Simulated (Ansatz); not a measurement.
BH3OF2: several calculations on one system

## 1. Relaxation

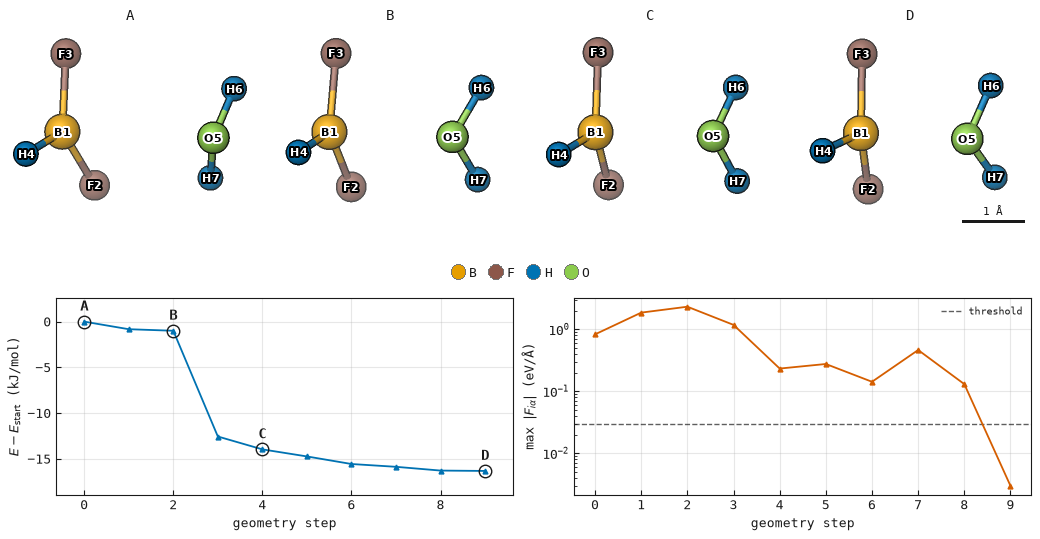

Frames of a relaxation of BH3OF2, marked on the history of the run. Style: ball-and-stick. Shown face on.

The run prepares an end point of a later path (reaction) calculation, from a guessed geometry.

Computed with RKS BHLYP-D4/6-31G* (Ansatz).

Input
```yaml
crystal:
  periodic: [false, false, false]
  atoms:
    - { symbol: B, position_ang: [-0.035364, -0.316242, -0.020763] }
    - { symbol: F, position_ang: [-0.206119, -0.616373, 1.254965] }
    - { symbol: F, position_ang: [1.198214, -0.242646, -0.459017] }
    - { symbol: H, position_ang: [-0.956269, -0.232656, -0.751222] }
    - { symbol: O, position_ang: [-0.020466, 2.060161, 1.04349] }
    - { symbol: H, position_ang: [0.927872, 2.202519, 1.074013] }
    - { symbol: H, position_ang: [-0.194869, 1.441838, 1.781934] }
basis:
  gaussian: { orbitals: "6-31G*" }
hamiltonian:
  xc: { name: BHLYP }
  dispersion: d4
relax:
  f_tol: 0.03
  max_steps: 50
```

Run as
```bash
ansatz run input.yaml --threads 1 --pin off --max-ram 2048MiB --backend cpu --events-out ev --progress --plain --runs-dir out
```

### Describe the path.

The largest move after the best rigid fit is that of O5, 0.45 Å. By element the largest moves are O 0.45 Å, H 0.39 Å, B 0.31 Å, F 0.26 Å. Near-neighbour distances that change, for instance: B1–O5 2.604 → 1.846 Å, B1–F3 1.311 → 1.346 Å, B1–F2 1.322 → 1.346 Å, O5–H7 0.979 → 0.962 Å. Among the angles between lasting bonds that change: F3–B1–H4 121.6° → 118.7°, H6–O5–H7 104.2° → 106.7°, F2–B1–H4 120.9° → 118.7°. The energy falls by 16.3 kJ/mol in 9 geometry steps. The largest force component goes from 0.83 to 0.003 eV/Å. From step 0 to 2: O5 moves most (0.36 Å), energy −1.00 kJ/mol. From step 2 to 4: H6 moves most (0.15 Å), energy −13.0 kJ/mol. From step 4 to 9: H6 moves most (0.19 Å), energy −2.36 kJ/mol.

```csv
step,"E − E(0), kJ/mol","largest force component, eV/Å"
0,0.00,0.8304
1,-0.83,1.8632
2,-1.00,2.3208
3,-12.55,1.1808
4,-13.96,0.2328
5,-14.73,0.2758
6,-15.56,0.1424
7,-15.86,0.4639
8,-16.27,0.1304
9,-16.31,0.0030
```

## 2. Relaxation

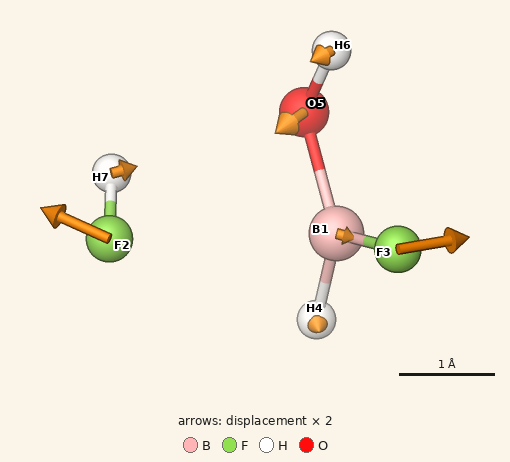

This is a relaxation of BH3OF2. The starting structure is drawn; orange arrows show the displacements, 2 times their true length. The two geometries are superimposed by the best rigid fit.

Style: ball-and-stick. Shown face on.

The run prepares an end point of a later path (reaction) calculation, from a guessed geometry.

These are results of RKS BHLYP-D4/6-31G* (Ansatz), not measurements. (no spin polarisation; force threshold 0.03 eV/Å; at most 50 steps)

**Atoms of which element are displaced furthest, and by how much?**

Fluorine: up to 0.43 Å, against 0.25 Å for oxygen.

**Describe the change and its energy.**

After 10 accepted moves (11 points after the start) the energy has fallen by 5.11 kJ/mol. Largest force component: 0.92 eV/Å at the start, 0.015 eV/Å at the end. The line search rejected the trial step at point 4 of the run. The forces were under the threshold at step 7, but the run went on from there. The largest move after the best rigid fit is that of F3, 0.43 Å. Largest moves by element: F 0.43 Å, O 0.25 Å, H 0.15 Å, B 0.11 Å. Near-neighbour distances that change, for instance: B1–O5 1.379 → 1.355 Å, F2–H7 0.925 → 0.930 Å. The run took 9.7 s on 1 thread of AMD EPYC 9R45 96-Core Processor (Zen 5), on a shared host, peak memory 0.15 GiB.

Limits of the set-up: the start holds two separate molecules, 2.2 Å apart at their closest, whose relative position is a soft coordinate.

## 3. Path

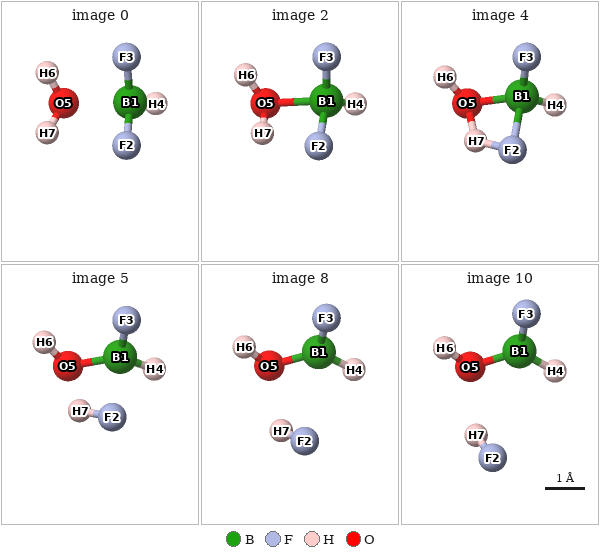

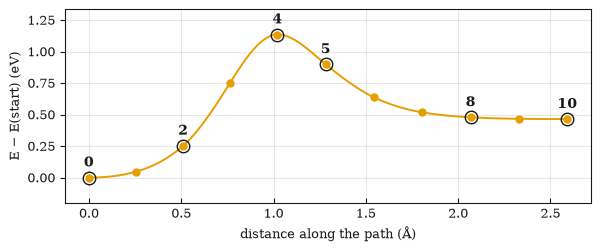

NEB run on BH3OF2. Images are numbered from 0 (start) to 10 (end). Style: ball-and-stick. Shown at a tilt.

Method: Ansatz, RKS BHLYP-D4/6-31G*. Set-up: 9 movable images; climbing image; force threshold 0.03 eV/Å; iteration limit 60; starting path through a guess of the saddle point.

Read off the barrier and say what moves.

Answer. Forward barrier 1.13 eV, backward barrier 0.67 eV, with image 4 at the top; the reaction energy is +0.46 eV. Breaking: B1–F2 (1.35 → 1.64 at the top → 2.94 Å), O5–H7 (0.96 → 1.27 at the top → 1.84 Å). Forming: B1–O5 (1.85 → 1.49 at the top → 1.35 Å), F2–H7 (2.32 → 1.11 at the top → 0.93 Å). The band converged in 12 iterations, with a climbing image at the top. At the top, the vibrational analysis gives one imaginary mode (1117i cm⁻¹), as a transition state must have.

Cost: 80 s on 1 thread of AMD EPYC 9R45 96-Core Processor (Zen 5) (shared host), peak memory 0.13 GiB.
